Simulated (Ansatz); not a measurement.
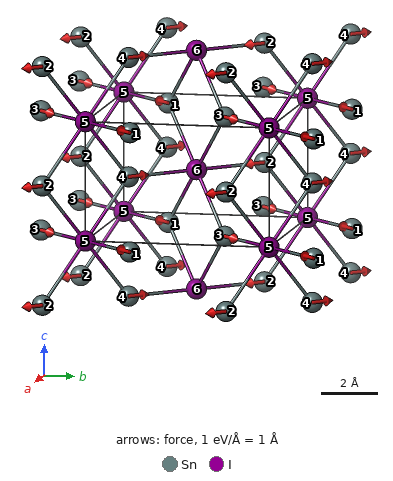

Starting geometry of a crystal of Sn₂I (built on the rutile_136 type) (coarse preliminary run) with the computed forces as red arrows. The picture is a ball-and-stick view of the cell of the calculation, seen slightly off an axis.

Case: anti-rutile type (P4_2/mnm, No. 136).

The calculation used DFT PBE, scalar-relativistic, plane waves, PAW in Ansatz 0.2.0.

Input
```yaml
crystal:
  lattice:
    - [6.768473106, 0.0, 0.0]
    - [0.0, 6.768473106, 0.0]
    - [0.0, 0.0, 4.3595803049]
  atoms:
    - { symbol: Sn, position: [0.306, 0.306, 0.0] }
    - { symbol: Sn, position: [0.194, 0.806, 0.5] }
    - { symbol: Sn, position: [0.694, 0.694, 0.0] }
    - { symbol: Sn, position: [0.806, 0.194, 0.5] }
    - { symbol: I, position: [0.0, 0.0, 0.0] }
    - { symbol: I, position: [0.5, 0.5, 0.5] }
basis:
  ecutwfc: 420
kpoints:
  mp_grid: { grid: [4, 4, 4] }
hamiltonian:
  xc: pbe
scf:
  occupations: { method: gaussian, width: 0.1 }
  lower_state_search: "off"
output:
  forces: true
  stress: true
  eigenvalues: true
relax:
  adjacent_minimum: "off"
  f_tol: 0.04
  max_steps: 70
  cell: { stress_tol: 0.4 }
```

Run as
```bash
ansatz run input.yaml --threads 1 --pin off --max-ram 2560MiB --backend cpu --events-out ev --progress --plain --runs-dir out
```

Q: Is this structure relaxed? If not, where do the atoms go?

A: It isn't relaxed: the largest force vector, on Sn atoms, is 0.92 eV/Å. The atoms end up moving mostly along the starting forces (cosine between the two patterns 1.00). The largest moves relative to the cell, 0.70 Å, are those of Sn1, Sn2, Sn3 and Sn4. Sn3 goes along [1 1 0]. I stays in place. The volume changes by +23.8 %, with a = b 6.768 → 8.651 Å (+27.8 %), c 4.360 → 3.305 Å (−24.2 %). Some distances before and after: I5–I5 4.360 → 3.305 Å, Sn1–I6 2.864 → 3.486 Å, Sn1–I5 2.929 → 3.047 Å. The space group stays P4_2/mnm (No. 136). After 14 accepted moves (16 points after the start) the energy has fallen by 3.040 eV per cell of the calculation. Largest force component: 0.65 eV/Å at the start, 0.0004 eV/Å at the end. Pressure: 11.38 GPa at the start and 0.09 GPa at the end. At 2 points the geometry stayed and the basis and grid were re-selected for the new cell (energy shift of 0.208 eV per cell of the calculation at most each time). The run took 4.9 min on 1 thread of Arm Neoverse V1, with other jobs on the host, peak memory 0.58 GiB.
